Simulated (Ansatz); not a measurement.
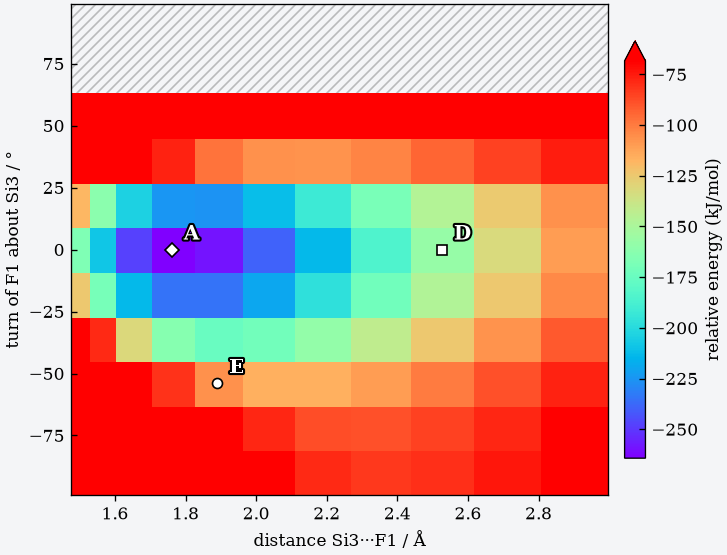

FH₆Si₂, charge −1. The turn is about an axis along (0.96, 0.06, −0.28) in the frame of the relaxed pair, normal to the line between the partners. The first coordinate is: distance Si3···F1; the second: turn of F1 about Si3. Grid: 11 × 11 points. At 22 points there is no value (left out of the scan, as a rule where atoms come close). Points are written as (first, second). All energies are given in kJ/mol relative to the ion and the molecule far apart, frozen as in the relaxed pair, each in its own basis (no counterpoise correction). Level of theory: RKS PBE0-D4/def2-SVPD in Ansatz.

The picture shows one coloured cell a grid point, one colour for all values above the top of the scale, hatched blanks where no value was computed, lettered points.

### Rank the lettered points by energy, lowest first.

A (−264 kJ/mol), D (−157 kJ/mol), E (−106 kJ/mol).
